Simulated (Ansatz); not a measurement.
**BPN (doublet): correlated methods under varied settings at distance B1–N2 = 4.509 Å**

Aim: run BPN (doublet) at one geometry under a spread of methods and options, and see what each costs and gives.

Computed with Ansatz 0.2.0, Gaussian basis. Level: the settings change from run to run.

24 further runs of the same task are left out: 7 for a known fault of the program, 1 for a mislabelled method, 11 that didn't finish, 5 set aside as unsound or not needed.

**1. The system**

The geometry derives from a PBE0/def2-TZVP stationary point (not a proven minimum). One bond is set to the value named and the two fragments are kept rigid.

3 atoms, charge 0, spin multiplicity 2.

Atoms are counted from 1 here; the program's logs count them from 0.

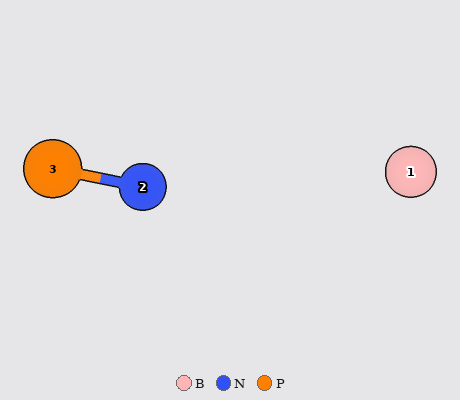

The geometry (boron pink, nitrogen blue, phosphorus orange); atoms are numbered from 1 in the order of the file.

As a file:

```xyz
3
BNP
B     0.0000   -0.4252    3.4802
N     0.0000    0.2872   -0.9722
P     0.0000    0.1379   -2.5080
```

**2. NEVPT4(SD)(1,4)/6-31G**

File in.yaml:

```yaml
crystal:
  periodic: [false, false, false]
  atoms:
    - {symbol: B, position_ang: [0.000000, -0.425171, 3.480174]}
    - {symbol: N, position_ang: [0.000000, 0.287237, -0.972191]}
    - {symbol: P, position_ang: [0.000000, 0.137935, -2.507983]}
basis:
  gaussian: {orbitals: 6-31G}
magnetization: {spin_polarized: false, initial_magnetization: 1}
correlation: {method: fic_nevpt4_sd, electrons: outside_noble_gas, active_space: {window: {electrons: 1, orbitals: 4}}}
scf: {lower_state_search: off}
```

Command:

```bash
$ ansatz run in.yaml --threads 1 --pin off --events-out ev --progress --plain --max-ram 2393MiB
```

What it wrote:

```text
Functional definition: HF
  name "HF"
  cite "Fock, Z. Phys. 61, 126 (1930) doi:10.1007/BF01340294"
  parent pbe
  exchange = exact_x
  correlation = 0
these checks for a lower state are left out or cut short: stability, starts, cluster_reference, orbital_swaps, neighbouring_geometries, increment
398 factors; integrals over basis functions are off by at most 1.4e-4 eV
mean field evaluation 1: about -11407.6549 eV, gradient 3.7e1 eV
mean field evaluation 2: about -11407.7626 eV, gradient 3.7e1 eV
mean field evaluation 4: about -11410.7942 eV, gradient 1.3e1 eV
mean field evaluation 8: about -11416.7807 eV, gradient 1.7e0 eV
mean field evaluation 16: about -11416.8220 eV, gradient 7.8e-5 eV
mean field -11416.82197456 eV, -419.5604689652 hartree, gradient 3.3e-6 eV, S^2 0.750000; 0 other end points of the search recorded, 0 dependent functions left out
reference -11416.82197456 eV, -419.5604689652 hartree; 14, 13 occupied and 17, 18 virtual orbitals, 398 factors
state -11416.82222595 eV, -419.5604782036 hartree
state -11416.82222595 eV, -419.5604782036 hartree; corrected -11423.49921906 eV, -419.8058531747 hartree
WARN: 3 active orbitals are nearly empty or full. The corrections depend on them more than the energy does, and are more stable in an active space without them
Total energy: -11423.49921906 eV, -419.8058531747 hartree
Checks for a lower state left out: stability, starts, cluster_reference, orbital_swaps, neighbouring_geometries, increment
```

Wall time 3.5 s (1 thread of Arm Neoverse N1, shared host).

From the report: 2 determinants; active occupations 1.00, 0.00, 0.00, 0.00. The report marks this result as in doubt.

**3. CASCI(5,4)/STO-3G**

File in.yaml:

```yaml
crystal:
  periodic: [false, false, false]
  atoms:
    - {symbol: B, position_ang: [0.000000, -0.425171, 3.480174]}
    - {symbol: N, position_ang: [0.000000, 0.287237, -0.972191]}
    - {symbol: P, position_ang: [0.000000, 0.137935, -2.507983]}
basis:
  gaussian: {orbitals: STO-3G}
magnetization: {spin_polarized: false, initial_magnetization: 1}
correlation: {active_space: {window: {electrons: 5, orbitals: 4}, fixed_orbitals: true}}
output: {forces: true}
```

The command is unchanged.

What it wrote, shortened:

```text
Functional definition: HF
  name "HF"
  cite "Fock, Z. Phys. 61, 126 (1930) doi:10.1007/BF01340294"
  parent pbe
[...]
218 factors; integrals over basis functions are off by at most 1.7e-5 eV
[...]
mean field -11285.41386509 eV, -414.7313100138 hartree, gradient 1.6e-10 eV, S^2 0.750000; 11 other end points of the search recorded, 0 dependent functions left out
reference -11285.41386509 eV, -414.7313100138 hartree; 14, 13 occupied and 5, 6 virtual orbitals, 218 factors
state -11286.86512268 eV, -414.7846427464 hartree
[...]
Total energy: -11286.86512268 eV, -414.7846427464 hartree
Atom 0 at     0.000000    -0.425171     3.480174 Å, force    -0.000000     0.001307    -0.007250 eV/Å
Atom 1 at     0.000000     0.287237    -0.972191 Å, force     0.000000    -0.388354    -3.969741 eV/Å
Atom 2 at     0.000000     0.137935    -2.507983 Å, force    -0.000000     0.387048     3.976991 eV/Å
Dipole moment:    -0.000000    -0.034449    -0.389801 e Å
```

It took 1 s on 1 thread of Arm Neoverse N1, shared host.

From the report: 12 determinants; active occupations 2.00, 1.83, 1.00, 0.17.

**4. NEVPT2(5,4)/cc-pVDZ**

File in.yaml:

```yaml
crystal:
  periodic: [false, false, false]
  atoms:
    - {symbol: B, position_ang: [0.000000, -0.425171, 3.480174]}
    - {symbol: N, position_ang: [0.000000, 0.287237, -0.972191]}
    - {symbol: P, position_ang: [0.000000, 0.137935, -2.507983]}
basis:
  gaussian: {orbitals: cc-pVDZ, fitting: {mean_field: def2-universal-jkfit}}
magnetization: {spin_polarized: false, initial_magnetization: 1}
correlation: {method: sc_nevpt2, electrons: outside_noble_gas, active_space: {window: {electrons: 5, orbitals: 4}, states: [{multiplicity: 2, weights: [1, 1, 1]}], root: 1}}
output: {forces: true}
```

The command is unchanged.

What it wrote, shortened:

```text
Functional definition: HF
  name "HF"
  cite "Fock, Z. Phys. 61, 126 (1930) doi:10.1007/BF01340294"
  parent pbe
[...]
280 factors; integrals over basis functions are off by at most 4.7e-2 eV
[...]
mean field -11419.60023137 eV, -419.6625680199 hartree, gradient 2.6e-10 eV, S^2 0.750000; 11 other end points of the search recorded, 0 dependent functions left out
reference -11419.60023137 eV, -419.6625680199 hartree; 14, 13 occupied and 32, 33 virtual orbitals, 280 factors
state -11420.47209904 eV, -419.6946085655 hartree
state -11417.39424123 eV, -419.5814993773 hartree
state -11416.53264932 eV, -419.5498364589 hartree
state -11420.47209904 eV, -419.6946085655 hartree; corrected -11428.41446066 eV, -419.9864849718 hartree
state -11417.39424123 eV, -419.5814993773 hartree; corrected -11424.38586554 eV, -419.8384368317 hartree
state -11416.53264932 eV, -419.5498364589 hartree; corrected -11423.84132665 eV, -419.8184253966 hartree
[...]
Total energy: -11424.38586554 eV, -419.8384368317 hartree
Atom 0 at     0.000000    -0.425171     3.480174 Å, force    -0.000000     0.005328    -0.031139 eV/Å
Atom 1 at     0.000000     0.287237    -0.972191 Å, force     0.000000     0.565237     5.910559 eV/Å
Atom 2 at     0.000000     0.137935    -2.507983 Å, force    -0.000000    -0.570565    -5.879420 eV/Å
Dipole moment:     0.000000    -0.027440    -0.353918 e Å
```

Run time: 10 s. Hardware: 1 thread of Arm Neoverse N1, shared host.

From the report: 12 determinants; active occupations (of the averaged states) 1.67, 1.62, 1.00, 0.72.

**5. CCSD on UHF/def2-SVP**

File in.yaml:

```yaml
crystal:
  periodic: [false, false, false]
  atoms:
    - {symbol: B, position_ang: [0.000000, -0.425171, 3.480174]}
    - {symbol: N, position_ang: [0.000000, 0.287237, -0.972191]}
    - {symbol: P, position_ang: [0.000000, 0.137935, -2.507983]}
basis:
  gaussian: {orbitals: def2-SVP}
magnetization: {spin_polarized: true, initial_magnetization: 1}
hamiltonian: {pseudopotentials: {relativity: none}}
correlation: {method: ccsd, electrons: all}
scf: {lower_state_search: off}
output: {forces: true}
```

The command is unchanged.

What it wrote, shortened:

```text
Functional definition: HF
  name "HF"
  cite "Fock, Z. Phys. 61, 126 (1930) doi:10.1007/BF01340294"
  parent pbe
[...]
442 factors; integrals over basis functions are off by at most 1.2e-3 eV
[...]
mean field -11415.16022919 eV, -419.4994009492 hartree, gradient 5.0e-11 eV, S^2 1.716217; 0 other end points of the search recorded, 0 dependent functions left out
reference -11415.16022919 eV, -419.4994009492 hartree; 14, 13 occupied and 32, 33 virtual orbitals, 442 factors
second order -7.09646002 eV of doubles, -0.00000000 eV of singles
cycle   1  -7.77828476 eV  change   -6.8e-1 eV  update   1.5e-1
[...]
cycle  15  -9.33334854 eV  change   -5.4e-9 eV  update   2.4e-9
[...]
Total energy: -11424.49357773 eV, -419.8423951816 hartree
Atom 0 at     0.000000    -0.425171     3.480174 Å, force     0.000000     0.005062    -0.029365 eV/Å
Atom 1 at     0.000000     0.287237    -0.972191 Å, force    -0.000000    -0.281445    -2.802803 eV/Å
Atom 2 at     0.000000     0.137935    -2.507983 Å, force     0.000000     0.276383     2.832168 eV/Å
Dipole moment:     0.000000    -0.045869    -0.551549 e Å
Checks for a lower state left out: starts, cluster_reference, orbital_swaps, neighbouring_geometries, increment
```

Wall time 65 s (1 thread of Arm Neoverse N1, shared host).

From the report: ⟨S²⟩ of the determinant 1.716 (pure doublet: 0.75); correlation -9.3333 eV; T1 0.072; largest double amplitude 0.16. The determinant is far from a pure spin state, so its energy mixes those of several spin states (harmless only where they are near-degenerate, as at dissociation).

**6. All runs side by side**

 † marks a result that the program doubts.

```csv
level,correlated,functions,energy (eV),time
"NEVPT4(SD)(1,4)/6-31G †",outside noble gas,31,-11423.4992,3.5 s
"CASCI(5,4)/STO-3G",,19,-11286.8651,1 s
"NEVPT2(5,4)/cc-pVDZ (excited root 1 of an average)",outside noble gas,46,-11424.3859,10 s
CCSD on UHF/def2-SVP,all,46,-11424.4936,65 s
```

**7. Outcome**

| quantity | value |
| --- | --- |
| runs | 4 |
| quickest | CASCI(5,4)/STO-3G, 1 s |
| slowest | CCSD on UHF/def2-SVP, 65 s |

**Reading.** Total energies in different bases, with other cores or another treatment of relativity can't be set against each other. CCSD on UHF/def2-SVP took 65 times as long as CASCI(5,4)/STO-3G; the jobs differ in more than the method.
